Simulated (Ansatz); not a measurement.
# Calculations on SiNH₃SO

### Relaxation

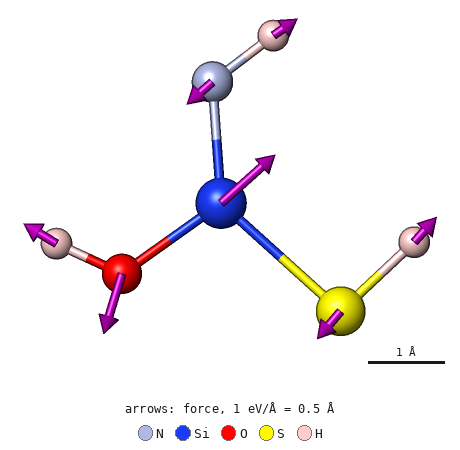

Starting geometry of SiNH₃SO with the computed forces as purple arrows. The picture is a ball-and-stick view, seen face on.

The run prepares an end point of a later path (torsion) calculation, from a guessed geometry.

The calculation used RKS PBE/def2-SVP in Ansatz. Settings: no spin polarisation; force threshold 0.015 eV/Å; at most 40 steps.

Question: What follows when this structure is relaxed?

Answer: It isn't relaxed: the largest force vector, on the Si atom, is 1.93 eV/Å. The final displacements follow the starting forces only in part (cosine between the two patterns 0.51). Over 6 accepted moves (7 points after the start) the energy falls by 0.091 eV. Largest force component: 1.3 eV/Å at the start, 0.0059 eV/Å at the end. The line search rejected the trial step at point 6 of the run. The largest move after the best rigid fit is that of an H atom, 0.071 Å. By element the largest moves are H 0.071 Å, O 0.055 Å, N 0.026 Å, S 0.022 Å, Si 0.021 Å. Near-neighbour distances that change, for instance: O–Si 1.604 → 1.660 Å, H–S 1.329 → 1.363 Å, H–O 0.953 → 0.976 Å, H–N 1.007 → 1.026 Å. Among the angles between lasting bonds that change: Si–O–H 119.5° → 112.2°. Cost: 50 s on 1 thread of Intel(R) Xeon(R) Platinum 8488C (Sapphire Rapids), with other jobs on the host, peak memory 0.15 GiB.

### Relaxation

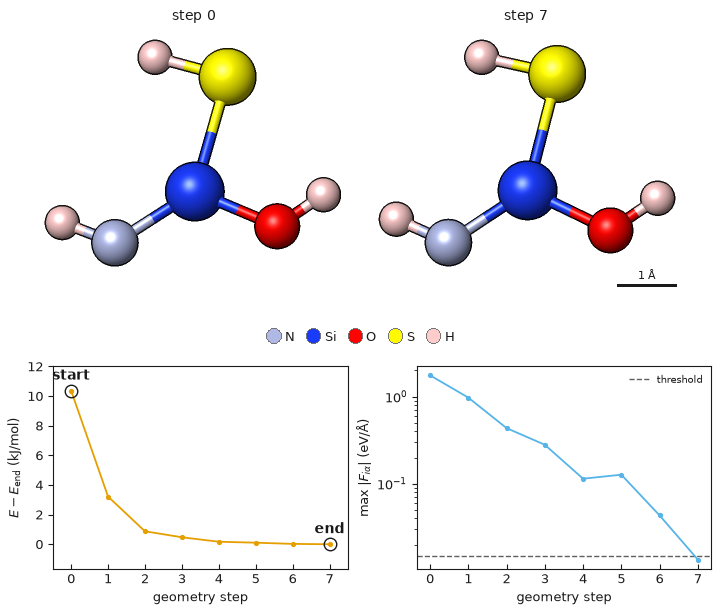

First and last geometry of a relaxation of SiNH3SO, with the history of the run. Style: ball-and-stick. Shown at a tilt.

The run prepares an end point of a later path (torsion) calculation, from a guessed geometry.

Theory: RKS PBE/def2-SVP (Ansatz 0.2.0).

Input file:
```yaml
crystal:
  periodic: [false, false, false]
  atoms:
    - { symbol: "N", position_ang: [-0.82844, 1.24471, 0.50367] }
    - { symbol: Si, position_ang: [0.08732, -0.03699, 0.15652] }
    - { symbol: O, position_ang: [1.0272, -0.71391, 1.26588] }
    - { symbol: S, position_ang: [0.45878, -1.25663, -1.55613] }
    - { symbol: H, position_ang: [-1.42695, 1.69276, -0.17157] }
    - { symbol: H, position_ang: [1.55728, -1.47136, 1.03369] }
    - { symbol: H, position_ang: [-0.36557, -0.57697, -2.34626] }
basis:
  gaussian: { orbitals: def2-SVP }
hamiltonian:
  xc: pbe
relax:
  f_tol: 0.015
  max_steps: 40
```

Run as
```bash
ansatz run input.yaml --threads 1 --pin off --max-ram 2048MiB --backend cpu --events-out ev --progress --plain --runs-dir out
```

Did the run converge, and what did it change?

It converged. After 7 geometry steps the energy has fallen by 10.4 kJ/mol. Largest force component: 1.8 eV/Å at the start, 0.013 eV/Å at the end. The largest move after the best rigid fit is that of H7, 0.092 Å. By element the largest moves are H 0.092 Å, O 0.080 Å, S 0.068 Å, N 0.027 Å, Si 0.024 Å. Among the contacts that change: Si2–O3 1.604 → 1.658 Å, S4–H7 1.329 → 1.362 Å, Si2–S4 2.135 → 2.155 Å, N1–H5 1.007 → 1.027 Å. Bond angles that change, for instance: O3–Si2–S4 102.2° → 106.7°, Si2–N1–H5 123.1° → 119.1°, N1–Si2–O3 121.3° → 117.6°. Cost: 37 s on 1 thread of Intel(R) Xeon(R) Platinum 8488C (Sapphire Rapids), with other jobs on the host, peak memory 0.15 GiB.

### Path

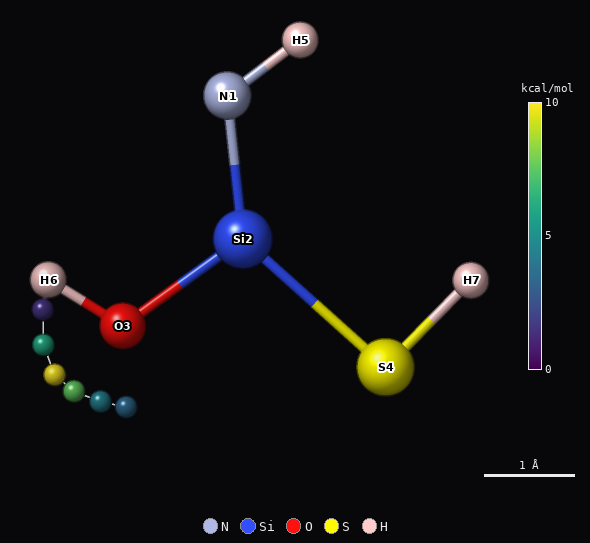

A nudged-elastic-band calculation for SiNH3SO. Images are numbered from 0 (start) to 6 (end). The start is drawn whole; smaller spheres mark the moving atoms (H) in the later images, joined by lines and coloured by the energy of the image relative to the start. A ball-and-stick model, seen face on.

Theory: RKS PBE/def2-SVP (Ansatz). Set-up: 5 movable images; climbing image; force threshold 0.05 eV/Å; iteration limit 52; starting path by image-dependent pair potential.

> What moves, how far, and at what cost in energy?

The motion is an in-plane inversion: the angle Si2–O3–H6 opens from 112° to 177° on the way and closes on the other side (117° at the end). No bond forms or breaks between the ends. Among the angles between lasting bonds that change up to the highest image: Si2–O3–H6 112.2° → 176.8°, Si2–N1–H5 121.4° → 117.0°. The highest point, image 3, lies 10.0 kcal/mol above the start and 6.6 kcal/mol above the end; the end is at +3.4 kcal/mol relative to the start. The band converged in 7 iterations. The largest component of the band force went from 1.2 to 0.04 eV/Å. The climbing image converged on the top of the path. Its vibrational analysis gives 2 imaginary modes over 30i cm⁻¹, so it isn't confirmed as a transition state.

The run took 59 s on 1 thread of Intel(R) Xeon(R) Platinum 8488C (Sapphire Rapids), with other jobs on the host, peak memory 0.15 GiB.
